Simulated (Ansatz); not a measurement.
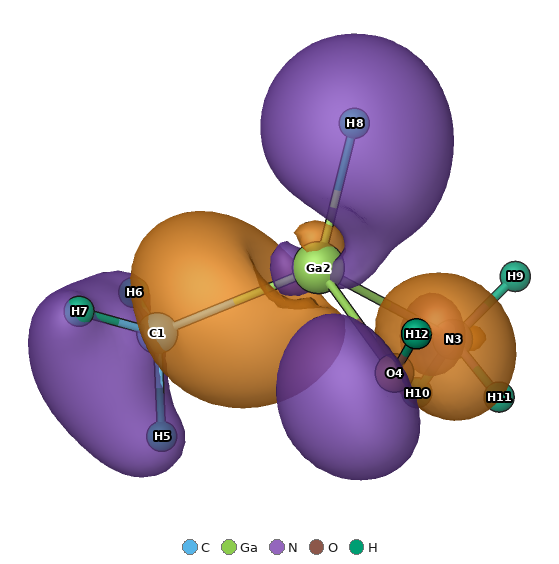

Figure. CH8GaNO. One frontier orbital at ±0.1 Å⁻³ᐟ² (orange and purple are the two phases), seen from one side.

Geometry: B3LYP-D3(BJ)/def2-SVP.

These are results of isolated molecule in a Gaussian basis; Kohn-Sham density functional theory, functional PBE0 in Ansatz 0.2.0, not measurements.

| atom | x (Å) | y (Å) | z (Å) |
| --- | --- | --- | --- |
| C | -0.8258 | 0.6658 | 1.0265 |
| Ga | -1.4187 | 0.4692 | -0.8568 |
| N | -0.5189 | -1.4164 | -1.4124 |
| O | -0.2776 | 1.2462 | -2.0881 |
| H | 0.2740 | 0.6156 | 1.0876 |
| H | -1.2500 | -0.1123 | 1.6827 |
| H | -1.1350 | 1.6434 | 1.4306 |
| H | -2.9244 | 0.3217 | -1.3323 |
| H | -1.1275 | -2.1074 | -1.8524 |
| H | 0.0388 | -1.8803 | -0.6941 |
| H | 0.1102 | -1.0279 | -2.1235 |
| H | -0.6974 | 1.8555 | -2.7057 |

**Which orbital is it: HOMO or LUMO?**

The HOMO, at −7.02 eV. By Hirshfeld shares it lies mainly on O4 (about 30 %), C1 (about 25 %), Ga2 (about 20 %) and H8 (about 15 %).
